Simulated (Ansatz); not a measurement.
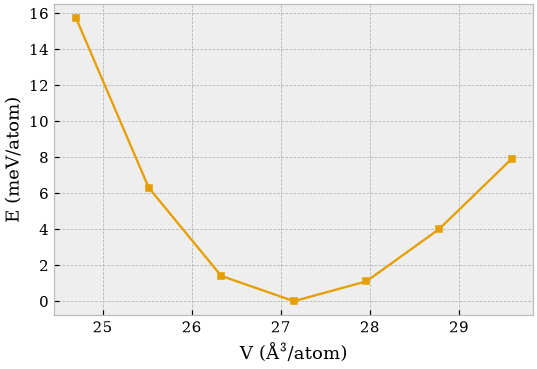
Fig. 1. TiBr3 in space group R-3 (No. 148; Br on 18f, Ti on 6c) under volume change, DFT-r²SCAN+D4 in the program Ansatz with PAW potentials, shape and atoms relaxed at each volume.

### Question
What does a third-order Birch–Murnaghan fit give for V₀, B₀ and B′?

### Answer
V₀ = 27.16 Å³/atom, B₀ = 16.0 GPa, B′ = 10.3.

The workflow started from an entry of the Crystallography Open Database (COD), which files this formula under 2 space groups. Whether it is the stable phase at ambient conditions was not checked. The r²SCAN+D4 relaxation kept the symmetry of its start; whether a distortion lowers the energy is not shown. No spin polarisation was allowed.

Potentials: the later of the program's two PAW sets.
